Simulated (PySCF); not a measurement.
# BCl2H5Si2: runs on many settings

Aim: see how BCl2H5Si2 (`[SiH3][SiH2]B(Cl)Cl`) answers to the choice of functional, basis, grid and SCF options.

Programs: PySCF 2.14.0, with density-fitted response routines of our own. Each step states its level of theory. These are calculated values for one molecule in the gas phase, unless marked as measured. Atoms are numbered from 0 throughout.

## 1. Starting geometry

10 atoms, charge 0, multiplicity 1; geometry from: GFN2-xTB.

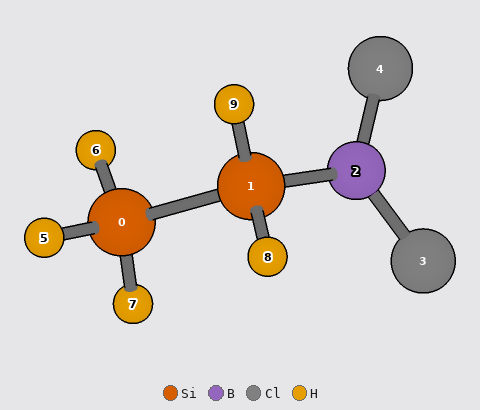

The starting geometry (silicon orange, boron purple, chlorine grey, hydrogen amber), atoms numbered; sticks join atoms by distance.

## 2. Excited states and response: PBE0/def2-SVPD

The job: settings as JSON, then the geometry in Å.

```
{"job": {"kind": "uv", "xc": "PBE0", "basis": "def2-SVPD", "nstates": 6, "ntriplets": 5, "tda": false, "scf": {"aux": "def2-qzvpp-jkfit", "damp": 0.3}}, "charge": 0, "multiplicity": 1}
Si     1.639285    -0.347638    -0.275992
Si    -0.344734     0.856458    -0.096986
B     -1.847975    -0.303594     0.443530
Cl    -2.793246    -1.157637    -0.722450
Cl    -2.195400    -0.631182     2.103244
H      2.744267     0.494385    -0.734129
H      2.046192    -0.927173     1.006497
H      1.529857    -1.463879    -1.219360
H     -0.617776     1.522235    -1.379258
H     -0.151587     1.962680     0.852379
```

Level: TDDFT PBE0/def2-SVPD, vertical, gas phase, core orbitals frozen in the response.

On the command line:

```
> OMP_NUM_THREADS=1 python probes_run.py task.json out
```

The driver reads the jobs from task.json and runs them one after another.

Standard output:

```text
damping 0.30 in the first 6 cycles
final grid: 85416 points
cycle   1  E = -1526.2341988588  dE =  2.535e-01  |g| = 2.100e-01  |ddm| = 3.716e+00
cycle   2  E = -1526.2432959887  dE = -9.097e-03  |g| = 1.296e-01  |ddm| = 4.400e-01
cycle   3  E = -1526.2456471611  dE = -2.351e-03  |g| = 9.272e-02  |ddm| = 3.244e-01
cycle   4  E = -1526.2467774588  dE = -1.130e-03  |g| = 7.131e-02  |ddm| = 2.033e-01
cycle   5  E = -1526.2474190773  dE = -6.416e-04  |g| = 5.417e-02  |ddm| = 1.635e-01
cycle   6  E = -1526.2461896290  dE =  1.229e-03  |g| = 8.360e-02  |ddm| = 1.737e-01
cycle   7  E = -1526.2434710520  dE =  2.719e-03  |g| = 1.251e-01  |ddm| = 2.665e-01
cycle   8  E = -1526.2483257525  dE = -4.855e-03  |g| = 6.151e-04  |ddm| = 1.606e-01
cycle   9  E = -1526.2483258416  dE = -8.909e-08  |g| = 3.425e-04  |ddm| = 1.594e-03
cycle  10  E = -1526.2483258780  dE = -3.641e-08  |g| = 4.777e-05  |ddm| = 7.148e-04
cycle  11  E = -1526.2483258788  dE = -7.624e-10  |g| = 9.782e-06  |ddm| = 1.040e-04
converged SCF energy = -1526.2483258788

Static polarisability (au): isotropic 101.221, principal 87.891 97.834 117.939

Singlet excitations
state   eV       nm        f      main configurations
  1   4.6764    265.1   0.03755   H->L 0.87, H-1->L 0.11
  2   5.3217    233.0   0.00004   H-2->L 0.95
  3   5.5541    223.2   0.13966   H-1->L 0.87, H->L 0.11
  4   6.1409    201.9   0.00003   H-3->L 0.87
  5   6.4815    191.3   0.09225   H-4->L 0.89
  6   6.7793    182.9   0.03871   H-5->L 0.96

Triplet excitations (Tamm-Dancoff, eV): 3.8542 4.9989 5.1389 5.4856 5.9935
```

It took 25 s on 1 thread of Arm Neoverse N1, shared host; peak memory 0.61 GiB.

The orbitals next to the gap, with their largest atomic shares:

| orbital | eV | atoms |
| --- | --- | --- |
| HOMO−3 | -9.66 | Si0 21 %, Si1 14 %, H6 13 % |
| HOMO−2 | -9.21 | Cl3 39 %, Cl4 38 %, Si1 9 % |
| HOMO−1 | -8.97 | Si1 29 %, Si0 19 %, Cl4 9 % |
| HOMO | -8.33 | Si1 26 %, Si0 18 %, B2 17 % |
| LUMO | -2.34 | B2 43 %, Cl3 17 %, Cl4 17 % |
| LUMO+1 | 0.02 | B2 30 %, Si1 17 %, Si0 14 % |
| LUMO+2 | 0.10 | Si1 32 %, Si0 23 %, H9 9 % |

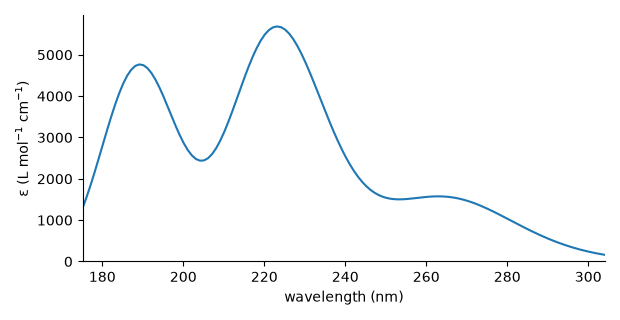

Absorption spectrum: each of the 6 states is a Gaussian band of 0.4 eV half-width at 1/e. Beyond the last state computed it falls off for lack of states.

Further results of this job:

| property | computed |
| --- | --- |
| dipole moment (D) | 0.52 |
| polarisability (Å³) | 15.00 |
| HOMO–LUMO gap (eV) | 5.99 |
| −ε(HOMO) (eV) | 8.33 |

## 3. Indirect couplings: OLYP/def2-SVPD

Same as in step 2 but for these lines:

```diff
@@ -1,2 +1,2 @@
-{"job": {"kind": "uv", "xc": "PBE0", "basis": "def2-SVPD", "nstates": 6, "ntriplets": 5, "tda": false, "scf": {"aux": "def2-qzvpp-jkfit", "damp": 0.3}}, "charge": 0, "multiplicity": 1}
+{"job": {"kind": "j", "xc": "OLYP", "basis": "def2-SVPD", "scf": {"max_cycle": 54}}, "charge": 0, "multiplicity": 1}
 Si     1.639285    -0.347638    -0.275992
```

With the program's defaults for keys left out, this is: OLYP/def2-SVPD indirect spin-spin coupling, non-relativistic, gas phase.

Standard output:

```text
final grid: 85416 points
cycle   1  E = -1526.8289957926  dE =  1.973e-01  |g| = 2.177e-01  |ddm| = 4.049e+00
cycle   2  E = -1526.8303131424  dE = -1.317e-03  |g| = 2.274e-01  |ddm| = 8.167e-01
cycle   3  E = -1526.8437870652  dE = -1.347e-02  |g| = 7.231e-02  |ddm| = 4.145e-01
cycle   4  E = -1526.8453518313  dE = -1.565e-03  |g| = 2.358e-02  |ddm| = 1.248e-01
cycle   5  E = -1526.8455254198  dE = -1.736e-04  |g| = 4.385e-03  |ddm| = 4.354e-02
cycle   6  E = -1526.8455339180  dE = -8.498e-06  |g| = 1.032e-03  |ddm| = 1.234e-02
cycle   7  E = -1526.8455343003  dE = -3.823e-07  |g| = 2.157e-04  |ddm| = 2.032e-03
cycle   8  E = -1526.8455343184  dE = -1.808e-08  |g| = 6.284e-05  |ddm| = 5.865e-04
cycle   9  E = -1526.8455343199  dE = -1.515e-09  |g| = 1.778e-05  |ddm| = 1.587e-04
cycle  10  E = -1526.8455343200  dE = -1.335e-10  |g| = 2.725e-06  |ddm| = 3.897e-05
converged SCF energy = -1526.8455343200

Indirect spin-spin couplings (Hz)
  i      j    bonds     total        FC       PSO       DSO        SD
  0 Si   1 Si   1     48.232    47.620    -1.373     0.035     1.951
  0 Si   2 B    2     -3.848    -3.930     0.022    -0.025     0.085
  0 Si   5 H    1   -159.940  -160.136     0.489    -0.161    -0.132
  0 Si   6 H    1   -156.275  -156.436     0.459    -0.173    -0.126
  0 Si   7 H    1   -156.512  -156.671     0.457    -0.173    -0.125
  0 Si   8 H    2      1.713     1.669    -0.017     0.115    -0.054
  0 Si   9 H    2      1.682     1.636    -0.016     0.116    -0.054
  1 Si   2 B    1   -132.662  -133.141     1.216    -0.175    -0.562
  1 Si   5 H    2     -0.814    -0.962     0.062     0.128    -0.042
  1 Si   6 H    2     -3.191    -3.274     0.017     0.120    -0.054
  1 Si   7 H    2     -3.465    -3.547     0.015     0.122    -0.055
  1 Si   8 H    1   -153.937  -153.918     0.341    -0.274    -0.085
  1 Si   9 H    1   -154.180  -154.164     0.343    -0.273    -0.085
  2 B    5 H    3      9.905    10.083     0.096    -0.287     0.013
  2 B    6 H    3     -0.419    -0.505    -0.015     0.102    -0.001
  2 B    7 H    3     -0.242    -0.350    -0.018     0.125     0.002
  2 B    8 H    2     -0.368    -0.321    -0.083    -0.006     0.042
  2 B    9 H    2     -0.271    -0.226    -0.080    -0.007     0.043
  5 H    6 H    2     -4.953    -3.711     0.656    -1.898         -
  5 H    7 H    2     -4.884    -3.640     0.656    -1.900         -
  5 H    8 H    3      0.823     0.940     0.115    -0.232         -
  5 H    9 H    3      0.340     0.517     0.136    -0.313         -
  6 H    7 H    2     -6.032    -4.861     0.625    -1.796         -
  6 H    8 H    3      7.454     8.786     0.494    -1.825         -
  6 H    9 H    3      0.241     0.425     0.135    -0.319         -
  7 H    8 H    3     -0.223     0.030     0.159    -0.412         -
  7 H    9 H    3      7.569     8.904     0.495    -1.830         -
  8 H    9 H    2     -5.009    -4.142     0.514    -1.380         -
```

It took 30 s on 1 thread of Arm Neoverse N1, shared host.

The cap on cycles was not reached: the SCF converged in 10 cycles.

This basis has no tight s functions, so the Fermi-contact terms are rough.

Couplings of 1 Hz or more, nine at most for each number of bonds, with means over like pairs (isotopes 11B, 1H, 29Si):

| pair | bonds | J (Hz) | Fermi contact (Hz) |
| --- | --- | --- | --- |
| Si0–H5 | 1 | -157.6 | -157.7 |
| Si1–H8 | 1 | -154.1 | -154.0 |
| Si1–B2 | 1 | -132.7 | -133.1 |
| Si0–Si1 | 1 | 48.2 | 47.6 |
| H5–H6 | 2 | -5.3 | -4.1 |
| H8–H9 | 2 | -5.0 | -4.1 |
| Si0–B2 | 2 | -3.8 | -3.9 |
| Si1–H5 | 2 | -2.5 | -2.6 |
| Si0–H8 | 2 | 1.7 | 1.7 |
| B2–H5 | 3 | 3.1 | 3.1 |
| H5–H8 | 3 | 2.7 | 3.3 |

The spin-dipole term was solved for some atoms only; pairs without it lack that part.

The response was solved for the nuclei of B, H, Si alone, so couplings that need other nuclei can be missing.

Quadrupole couplings from the field gradients of the same density:

| atom | isotope | eQq/h (MHz) | η |
| --- | --- | --- | --- |
| Cl4 | 35Cl | -33.4 | 0.79 |
| Cl3 | 35Cl | -33.4 | 0.79 |
| B2 | 11B | 2.796 | 0.71 |

## 4. Nuclear shieldings: HSE06/6-311+G(2d,p)

Same as in step 3 but for these lines:

```diff
@@ -1,2 +1,2 @@
-{"job": {"kind": "j", "xc": "OLYP", "basis": "def2-SVPD", "scf": {"max_cycle": 54}}, "charge": 0, "multiplicity": 1}
+{"job": {"kind": "nmr", "xc": "HSE06", "basis": "6-311+G(2d,p)", "pop": false, "scf": {"conv": 1e-11, "aux": "def2-qzvpp-jkfit"}}, "charge": 0, "multiplicity": 1}
 Si     1.639285    -0.347638    -0.275992
```

Method: GIAO HSE06/6-311+G(2d,p) NMR shielding, non-relativistic, gas phase.

Standard output:

```text
final grid: 85416 points
cycle   1  E = -1526.8278987158  dE =  2.277e-01  |g| = 2.668e-01  |ddm| = 2.697e+00
cycle   2  E = -1526.8262887628  dE =  1.610e-03  |g| = 2.340e-01  |ddm| = 4.873e-01
cycle   3  E = -1526.8378354059  dE = -1.155e-02  |g| = 9.266e-02  |ddm| = 2.796e-01
cycle   4  E = -1526.8401167009  dE = -2.281e-03  |g| = 2.414e-02  |ddm| = 9.825e-02
cycle   5  E = -1526.8402812078  dE = -1.645e-04  |g| = 3.196e-03  |ddm| = 2.446e-02
cycle   6  E = -1526.8402843961  dE = -3.188e-06  |g| = 1.141e-03  |ddm| = 6.483e-03
cycle   7  E = -1526.8402848022  dE = -4.061e-07  |g| = 1.729e-04  |ddm| = 2.048e-03
cycle   8  E = -1526.8402848087  dE = -6.572e-09  |g| = 5.306e-05  |ddm| = 2.829e-04
cycle   9  E = -1526.8402848097  dE = -9.209e-10  |g| = 9.820e-06  |ddm| = 8.685e-05
cycle  10  E = -1526.8402848097  dE = -3.115e-11  |g| = 2.763e-06  |ddm| = 1.979e-05
cycle  11  E = -1526.8402848097  dE =  1.137e-12  |g| = 6.175e-07  |ddm| = 5.948e-06
converged SCF energy = -1526.8402848097

GIAO shielding tensors (ppm)
atom      isotropic    diamagn.    paramagn.     s11        s22        s33       span
  0 Si     452.823     881.435    -428.612    446.449    447.109    464.912     18.463
  1 Si     452.180     881.576    -429.396    421.647    458.332    476.561     54.914
  2 B       28.114     189.455    -161.341    -41.352     29.948     95.746    137.098
  3 Cl     565.866    1148.199    -582.334    202.199    624.647    870.750    668.551
  4 Cl     566.899    1148.240    -581.341    202.771    624.928    872.996    670.225
  5 H       28.099      28.925      -0.826     25.010     25.442     33.846      8.835
  6 H       28.168      29.525      -1.358     24.828     26.536     33.138      8.310
  7 H       28.172      29.519      -1.347     24.823     26.619     33.073      8.251
  8 H       28.027      29.177      -1.150     24.676     26.476     32.929      8.252
  9 H       28.024      29.146      -1.122     24.711     26.431     32.929      8.218
```

Wall time 49 s (1 thread of Arm Neoverse N1, shared host); peak memory 0.99 GiB.

Shifts follow as δ = σ(reference) − σ, with reference shieldings (ppm) from runs at the same level and on the same kind of geometry: ¹H TMS 31.98, ²⁹Si TMS 339.1. The references are single molecules in the gas phase. Atoms listed in one row are averaged.

| atoms | environment | σ (ppm) | δ (ppm) |
| --- | --- | --- | --- |
| H8, H9 | hydrogen on a silicon bonded to B, Si | 28.03 | 3.96 |
| H5, H6, H7 | hydrogen on a silicon bonded to Si | 28.15 | 3.84 |
| Si1 | silicon bonded to B, Si, 2 H | 452.2 | -113.0 |
| Si0 | silicon bonded to Si, 3 H | 452.8 | -113.7 |
| B2 | boron bonded to 2 Cl, Si | 28.1 | – |
| Cl3, Cl4 | chlorine bonded to B | 566 | – |

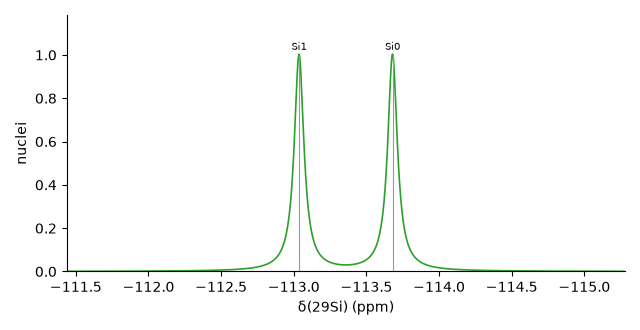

²⁹Si lines at the computed shifts, without couplings. Lines are broadened to a width of 0.08 ppm (Lorentzian).

## 5. TDDFT and polarisability: LDA/def2-SVPD

Same as in step 4 but for these lines:

```diff
@@ -1,2 +1,2 @@
-{"job": {"kind": "nmr", "xc": "HSE06", "basis": "6-311+G(2d,p)", "pop": false, "scf": {"conv": 1e-11, "aux": "def2-qzvpp-jkfit"}}, "charge": 0, "multiplicity": 1}
+{"job": {"kind": "uv", "xc": "LDA", "basis": "def2-SVPD", "nstates": 25, "ntriplets": 2, "tda": true, "scf": {"aux": "def2-universal-jkfit"}}, "charge": 0, "multiplicity": 1}
 Si     1.639285    -0.347638    -0.275992
```

Method: TDA LDA/def2-SVPD, vertical, gas phase, core orbitals frozen in the response.

Standard output:

```text
final grid: 85416 points
cycle   1  E = -1521.2206638391  dE =  2.106e-01  |g| = 1.908e-01  |ddm| = 3.836e+00
cycle   2  E = -1521.2261012056  dE = -5.437e-03  |g| = 1.539e-01  |ddm| = 6.403e-01
cycle   3  E = -1521.2320711769  dE = -5.970e-03  |g| = 4.692e-02  |ddm| = 2.790e-01
cycle   4  E = -1521.2324801040  dE = -4.089e-04  |g| = 2.664e-02  |ddm| = 9.118e-02
cycle   5  E = -1521.2326990720  dE = -2.190e-04  |g| = 3.719e-03  |ddm| = 3.577e-02
cycle   6  E = -1521.2327047585  dE = -5.687e-06  |g| = 9.102e-04  |ddm| = 9.841e-03
cycle   7  E = -1521.2327050749  dE = -3.164e-07  |g| = 1.943e-04  |ddm| = 1.934e-03
cycle   8  E = -1521.2327050911  dE = -1.615e-08  |g| = 4.719e-05  |ddm| = 4.713e-04
cycle   9  E = -1521.2327050919  dE = -8.467e-10  |g| = 1.580e-05  |ddm| = 1.239e-04
converged SCF energy = -1521.2327050919

Static polarisability (au): isotropic 108.294, principal 92.872 103.303 128.707

Singlet excitations
state   eV       nm        f      main configurations
  1   4.3244    286.7   0.04750   H->L 0.92
  2   4.6194    268.4   0.00016   H-2->L 0.99
  3   4.7892    258.9   0.11924   H-1->L 0.91
  4   5.0231    246.8   0.00011   H-3->L 0.98
  5   5.4696    226.7   0.05188   H-5->L 0.97
  6   5.6740    218.5   0.00349   H-6->L 0.97
  7   6.0563    204.7   0.08603   H-4->L 0.82
  8   6.5831    188.3   0.01697   H->L+2 0.68, H->L+1 0.21
  9   6.5882    188.2   0.01261   H->L+1 0.67, H->L+2 0.22
 10   6.8346    181.4   0.00075   H-8->L 0.50, H-7->L 0.43
 11   6.9474    178.5   0.02130   H->L+3 0.64, H->L+4 0.24
 12   7.0929    174.8   0.00659   H-2->L+1 0.52, H-1->L+2 0.27, H->L+4 0.09
 13   7.1119    174.3   0.00245   H-2->L+2 0.95
 14   7.2176    171.8   0.02931   H-1->L+2 0.37, H-2->L+1 0.21, H-3->L+1 0.13
 15   7.2464    171.1   0.03556   H->L+5 0.39, H-1->L+1 0.24, H->L+4 0.13
 16   7.3170    169.4   0.24222   H->L+4 0.30, H->L+3 0.14, H-2->L+1 0.12
 17   7.4784    165.8   0.00086   H->L+6 0.58, H-1->L+3 0.28
 18   7.4961    165.4   0.02613   H->L+6 0.19, H-2->L+3 0.19, H-1->L+3 0.18
 19   7.5118    165.1   0.00709   H-2->L+3 0.77
 20   7.5553    164.1   0.01529   H-3->L+2 0.30, H-1->L+1 0.25, H->L+5 0.21
 21   7.5874    163.4   0.06289   H->L+7 0.27, H-1->L+3 0.24, H-7->L 0.13
 22   7.6663    161.7   0.06371   H-3->L+2 0.51, H-1->L+1 0.12, H-2->L+4 0.11
 23   7.7237    160.5   0.00172   H->L+7 0.62
 24   7.7584    159.8   0.00242   H-2->L+4 0.67
 25   7.7768    159.4   0.02956   H-4->L+1 0.48, H-1->L+4 0.32

Triplet excitations (Tamm-Dancoff, eV): 3.6322 4.3202
```

It took 14 s on 1 thread of Arm Neoverse N1, shared host.

Key values: HOMO -7.24 eV, LUMO -3.38 eV; lowest singlet 4.32 eV.

## 6. Spin-spin couplings: B97-2/6-31++G**

Same as in step 5 but for these lines:

```diff
@@ -1,2 +1,2 @@
-{"job": {"kind": "uv", "xc": "LDA", "basis": "def2-SVPD", "nstates": 25, "ntriplets": 2, "tda": true, "scf": {"aux": "def2-universal-jkfit"}}, "charge": 0, "multiplicity": 1}
+{"job": {"kind": "j", "xc": "B97-2", "basis": "6-31++G**"}, "charge": 0, "multiplicity": 1}
 Si     1.639285    -0.347638    -0.275992
```

Method: B97-2/6-31++G** indirect spin-spin coupling, non-relativistic, gas phase.

Standard output:

```text
coarse grid: 10688 points
cycle   1  E = -1527.3769747218  dE =  2.820e-01  |g| = 2.392e-01  |ddm| = 3.114e+00
cycle   2  E = -1527.3690758012  dE =  7.899e-03  |g| = 2.991e-01  |ddm| = 8.737e-01
cycle   3  E = -1527.3948535906  dE = -2.578e-02  |g| = 4.066e-02  |ddm| = 5.254e-01
cycle   4  E = -1527.3953455471  dE = -4.920e-04  |g| = 1.204e-02  |ddm| = 1.036e-01
cycle   5  E = -1527.3953937652  dE = -4.822e-05  |g| = 1.769e-03  |ddm| = 2.720e-02
cycle   6  E = -1527.3953950592  dE = -1.294e-06  |g| = 4.047e-04  |ddm| = 5.707e-03
final grid: 85416 points
cycle   7  E = -1527.3294459136  dE = -1.301e-05  |g| = 3.250e-03  |ddm| = 4.955e-02
cycle   8  E = -1527.3294465829  dE = -6.694e-07  |g| = 2.973e-03  |ddm| = 1.086e-02
cycle   9  E = -1527.3294496518  dE = -3.069e-06  |g| = 4.368e-04  |ddm| = 6.077e-03
cycle  10  E = -1527.3294497060  dE = -5.426e-08  |g| = 1.165e-04  |ddm| = 1.011e-03
cycle  11  E = -1527.3294497102  dE = -4.204e-09  |g| = 1.507e-05  |ddm| = 2.207e-04
cycle  12  E = -1527.3294497103  dE = -7.913e-11  |g| = 5.394e-06  |ddm| = 5.394e-05
converged SCF energy = -1527.3294497103

Indirect spin-spin couplings (Hz)
  i      j    bonds     total        FC       PSO       DSO        SD
  0 Si   1 Si   1     56.850    55.891    -1.388     0.035     2.312
  0 Si   2 B    2     -4.753    -4.829     0.003    -0.025     0.098
  0 Si   5 H    1   -177.265  -177.163     0.603    -0.158    -0.547
  0 Si   6 H    1   -173.450  -173.334     0.596    -0.170    -0.543
  0 Si   7 H    1   -173.772  -173.656     0.595    -0.170    -0.541
  0 Si   8 H    2      0.411     0.382    -0.034     0.116    -0.053
  0 Si   9 H    2      0.399     0.369    -0.033     0.117    -0.053
  1 Si   2 B    1   -104.033  -104.162     0.991    -0.174    -0.688
  1 Si   5 H    2     -2.344    -2.412    -0.017     0.128    -0.042
  1 Si   6 H    2     -4.244    -4.287    -0.022     0.121    -0.056
  1 Si   7 H    2     -4.490    -4.537    -0.021     0.123    -0.056
  1 Si   8 H    1   -166.731  -166.426     0.470    -0.270    -0.505
  1 Si   9 H    1   -166.874  -166.568     0.469    -0.270    -0.505
  2 B    5 H    3      8.240     8.414     0.102    -0.288     0.011
  2 B    6 H    3     -0.432    -0.536     0.006     0.101    -0.003
  2 B    7 H    3     -0.353    -0.481     0.003     0.125    -0.000
  2 B    8 H    2      1.559     1.568    -0.039    -0.009     0.039
  2 B    9 H    2      1.567     1.573    -0.036    -0.010     0.040
  5 H    6 H    2     -4.599    -3.284     0.591    -1.906         -
  5 H    7 H    2     -4.539    -3.221     0.590    -1.908         -
  5 H    8 H    3      0.630     0.764     0.100    -0.234         -
  5 H    9 H    3      0.143     0.337     0.120    -0.315         -
  6 H    7 H    2     -5.405    -4.161     0.560    -1.805         -
  6 H    8 H    3      9.403    10.766     0.465    -1.828         -
  6 H    9 H    3     -0.016     0.178     0.127    -0.321         -
  7 H    8 H    3     -0.462    -0.198     0.150    -0.414         -
  7 H    9 H    3      9.516    10.883     0.466    -1.832         -
  8 H    9 H    2     -4.700    -3.792     0.482    -1.390         -
```

Run time: 29 s. Hardware: 1 thread of Arm Neoverse N1, shared host; peak memory 0.76 GiB.

This basis has no tight s functions, so the Fermi-contact terms are rough.

Key values: J(Si0,H5) -174.8 Hz, J(Si1,H8) -166.8 Hz, J(Si1,B2) -104.0 Hz (means over like pairs).

## 7. Run by run: electronic excitations

Excitations and ground-state properties, with basis size and wall time:

| run | lowest singlet (eV) | brightest (eV) | f | gap (eV) | α (Å³) | μ (D) | functions | time |
| --- | --- | --- | --- | --- | --- | --- | --- | --- |
| PBE0/def2-SVPD | 4.68 | 5.55 | 0.140 | 5.99 | 15.00 | 0.52 | 162 | 25 s |
| LDA/def2-SVPD | 4.32 | 7.32 | 0.242 | 3.86 | 16.05 | 0.49 | 162 | 14 s |

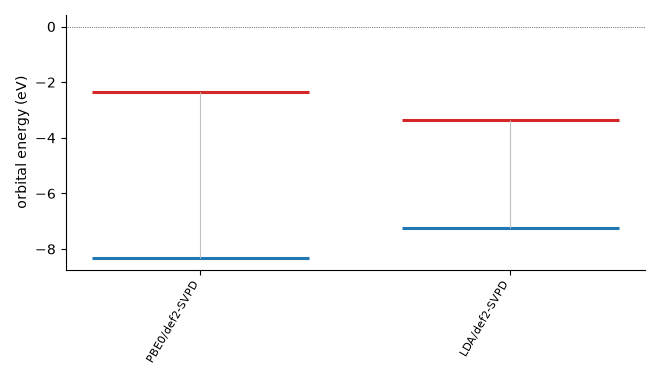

HOMO (blue) and LUMO (red) run by run.

## 8. Side by side: spin-spin couplings

Couplings (Hz), each a mean over the pairs like the one named, with basis size and wall time:

| run | Si0–H5 | Si1–H8 | Si1–B2 | Si0–Si1 | H5–H6 | H8–H9 | Si0–B2 | functions | time |
| --- | --- | --- | --- | --- | --- | --- | --- | --- | --- |
| OLYP/def2-SVPD | -157.6 | -154.1 | -132.7 | 48.2 | -5.3 | -5.0 | -3.8 | 162 | 30 s |
| B97-2/6-31++G** | -174.8 | -166.8 | -104.0 | 56.9 | -4.8 | -4.7 | -4.8 | 136 | 29 s |

## 9. Outcome

| quantity | value |
| --- | --- |
| lowest singlet (PBE0/def2-SVPD) | 4.68 eV (265 nm), f = 0.038 |
| brightest single state of those computed | state 3, 5.55 eV, f = 0.140 |
| lowest triplet | 3.85 eV |
| largest coupling of the table (OLYP/def2-SVPD) | ¹J(Si,H) Si0–H5, -157.6 Hz |
| ¹H shifts against TMS (HSE06/6-311+G(2d,p), means over atoms taken as alike) | 3.96, 3.84 ppm |
| ²⁹Si shifts against TMS (HSE06/6-311+G(2d,p)) | -113.0, -113.7 ppm |
| shieldings of B, Cl (HSE06/6-311+G(2d,p), a mean where the table joins atoms) | B2 28.1, Cl3 566.4 ppm |
| range of the lowest singlet | 4.32 to 4.68 eV |
| range of J(Si0,H5), mean over like pairs | -174.8 to -157.6 Hz |

In words: Single values in the summary come from the first run of each kind that ended normally (PBE0/def2-SVPD; OLYP/def2-SVPD; HSE06/6-311+G(2d,p)), which need not be the best level. The first singlet state (HOMO→LUMO 0.87, HOMO−1→LUMO 0.11) lies at 4.68 eV and is weak; of the 6 states computed, the strongest absorption comes from state 3 at 5.55 eV. The lowest triplet lies 0.82 eV below the lowest singlet (triplets in Tamm-Dancoff, singlets in full TDDFT). In the run at OLYP/def2-SVPD, the largest coupling of the table is Si0–H5 (mean over like pairs), -157.6 Hz, of which the Fermi-contact term gives -157.7 Hz. Couplings across rotatable bonds belong to this one conformer; where others are populated, the observed values are averages. At HSE06/6-311+G(2d,p): The widest tensor belongs to Cl3, Cl4: span 669 ppm, with a paramagnetic part of -582 ppm. The lowest singlet runs from 4.32 eV (LDA/def2-SVPD) to 4.68 eV (PBE0/def2-SVPD), while the orbital gap spans 3.86 to 5.99 eV: the excitation energy moves far less from run to run than the orbital gap does. The lowest state need not be the same one in every run. The runs solved for a few states only, so the brightest column depends on that window. The coupling Si0–H5, as a mean over pairs of its kind, runs from -174.8 Hz (B97-2/6-31++G**) to -157.6 Hz (OLYP/def2-SVPD). Couplings from bases without tight functions are rough.
